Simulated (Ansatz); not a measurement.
# CH2FNSSi (SMILES FC1=N[SiH2]S1): B3LYP/6-31G(d) (Cartesian functions)

Aim: the vertical ionisation energy of CH2FNSSi at B3LYP/6-31G* (Cartesian functions), from 2 runs. 

Program for the calculation: Ansatz 0.2.0.

111 further runs of the same task are left out: 111 set aside as unsound or not needed. Runs told in other sessions of the task aren't counted.

**1. The molecule**

The species is CH2FNSSi (7 atoms), meant as a singlet with charge 0. As SMILES, `FC1=N[SiH2]S1`. The coordinates come from a PBE0-D4/def2-TZVP relaxation.

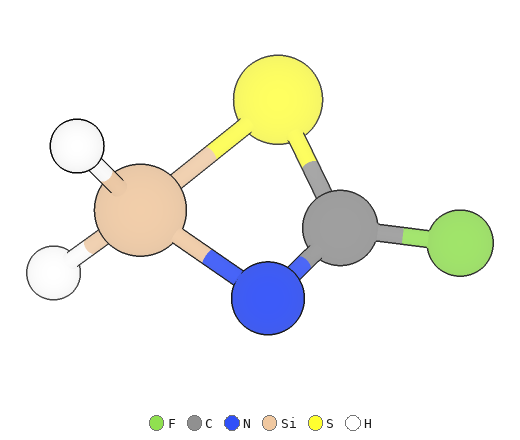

The structure, seen from a chosen angle (fluorine green, carbon grey, nitrogen blue, silicon light orange, sulfur yellow, hydrogen white).

**2. The energy at B3LYP/6-31G(d) (Cartesian functions)**

Input file molecule.yaml:

```yaml
crystal:
  periodic: [false, false, false]
  atoms:
    - {symbol: F, position_ang: [1.147800, -1.939300, 1.137100]}
    - {symbol: C, position_ang: [0.551100, -0.929900, 0.538600]}
    - {symbol: "N", position_ang: [-0.672300, -0.915900, 0.221400]}
    - {symbol: Si, position_ang: [-0.525200, 0.696600, -0.454900]}
    - {symbol: S, position_ang: [1.547900, 0.494500, 0.161700]}
    - {symbol: H, position_ang: [-1.272100, 1.746800, 0.268200]}
    - {symbol: H, position_ang: [-0.716300, 0.779100, -1.917900]}
basis:
  gaussian: {orbitals: "6-31G*"}
hamiltonian: {xc: {name: B3LYP}}
accuracy: high
output: {orbitals: {seedname: orbitals}}
```

Started as:

```sh
$ ansatz run molecule.yaml --threads 1 --pin off --max-ram 2610MiB --events-out events.jsonl --progress --plain --runs-dir runs
```

What it wrote:

```text
Warning: RAYON_NUM_THREADS=1 ignored (pool sized by the plan → 1); use --threads N
Functional definition: B3LYP
  name "B3LYP"
  parameter a0 = 0.2
  parameter ax = 0.72
  parameter ac = 0.81
  exchange = (1 - a0 - ax)*slater_x + ax*b88_x + a0*exact_x
  correlation = (1 - ac)*vwn_rpa_c + ac*lyp_c
1899 factors; integrals over basis functions are off by at most 3.6e-9 eV
mean field evaluation 1: about -23983.0594 eV, gradient 5.5e1 eV
mean field evaluation 2: about -23964.7878 eV, gradient 1.0e2 eV
mean field evaluation 4: about -23988.8899 eV, gradient 6.1e0 eV
mean field evaluation 8: about -23989.0940 eV, gradient 6.7e-1 eV
mean field evaluation 16: about -23989.0953 eV, gradient 6.3e-5 eV
mean field -23989.09528223 eV, -881.5829912290 hartree, gradient 4.9e-8 eV, S^2 0.000000; 0 other end points of the search recorded, 0 dependent functions left out
reference -23989.09531756 eV, -881.5829925276 hartree; 27, 27 occupied and 60, 60 virtual orbitals, 1899 factors
Total energy: -23989.09531756 eV, -881.5829925276 hartree
```

Run time: 9 s. Hardware: 1 thread of Arm Neoverse V2, shared host; peak memory 0.3 GiB.

**3. The doublet cation, same level**

Input file job.yaml:

```yaml
crystal:
  periodic: [false, false, false]
  atoms:
    - {symbol: F, position_ang: [1.147800, -1.939300, 1.137100]}
    - {symbol: C, position_ang: [0.551100, -0.929900, 0.538600]}
    - {symbol: N, position_ang: [-0.672300, -0.915900, 0.221400]}
    - {symbol: Si, position_ang: [-0.525200, 0.696600, -0.454900]}
    - {symbol: S, position_ang: [1.547900, 0.494500, 0.161700]}
    - {symbol: H, position_ang: [-1.272100, 1.746800, 0.268200]}
    - {symbol: H, position_ang: [-0.716300, 0.779100, -1.917900]}
basis:
  gaussian:
    orbitals: "6-31G*"
total_charge: 1
magnetization:
  spin_polarized: true
  initial_magnetization: 1
hamiltonian:
  xc: {name: B3LYP}
accuracy: high
output:
  orbitals: {seedname: orbitals}
```

Started as:

```sh
$ ansatz run job.yaml --threads 1 --pin off --max-ram 2610MiB --events-out events.jsonl --progress --plain --runs-dir runs
```

What it wrote:

```text
Warning: RAYON_NUM_THREADS=1 ignored (pool sized by the plan → 1); use --threads N
Functional definition: B3LYP
  name "B3LYP"
  parameter a0 = 0.2
  parameter ax = 0.72
  parameter ac = 0.81
  exchange = (1 - a0 - ax)*slater_x + ax*b88_x + a0*exact_x
  correlation = (1 - ac)*vwn_rpa_c + ac*lyp_c
1899 factors; integrals over basis functions are off by at most 3.6e-9 eV
mean field evaluation 1: about -23965.7599 eV, gradient 5.6e1 eV
mean field evaluation 2: about -23882.6146 eV, gradient 1.2e2 eV
mean field evaluation 4: about -23977.9469 eV, gradient 1.7e1 eV
mean field evaluation 8: about -23979.1980 eV, gradient 9.1e-1 eV
mean field evaluation 16: about -23979.2080 eV, gradient 1.3e-3 eV
mean field evaluation 32: about -23979.2080 eV, gradient 2.6e-7 eV
mean field -23979.20804836 eV, -881.2196420861 hartree, gradient 7.5e-8 eV, S^2 0.766817; 2 other end points of the search recorded, 0 dependent functions left out
reference -23979.20808295 eV, -881.2196433575 hartree; 27, 26 occupied and 60, 61 virtual orbitals, 1899 factors
Total energy: -23979.20808295 eV, -881.2196433575 hartree
```

It took 21 s on 1 thread of Arm Neoverse V2, shared host; peak memory 0.44 GiB.

**4. Outcome**

Level: B3LYP/6-31G* (Cartesian functions).

| quantity | value |
| --- | --- |
| singlet CH2FNSSi: total energy | -881.58299 Eh |
| singlet CH2FNSSi: HOMO energy | -7.37 eV |
| singlet CH2FNSSi: LUMO energy | -0.82 eV |
| singlet CH2FNSSi: HOMO–LUMO gap | 6.55 eV |
| doublet cation: total energy | -881.21964 Eh |
| doublet cation: HOMO energy (highest over α and β) | -14.56 eV |
| doublet cation: LUMO energy (lowest over α and β) | -12.38 eV |
| doublet cation: ⟨S²⟩ | 0.767 |
| vertical ionisation energy (to the doublet cation) | 9.887 eV |

**Reading.** Removing an electron at fixed nuclei costs 9.89 eV (228 kcal/mol). −ε(HOMO) before ionisation, 7.37 eV, is 2.52 eV below this ionisation energy.
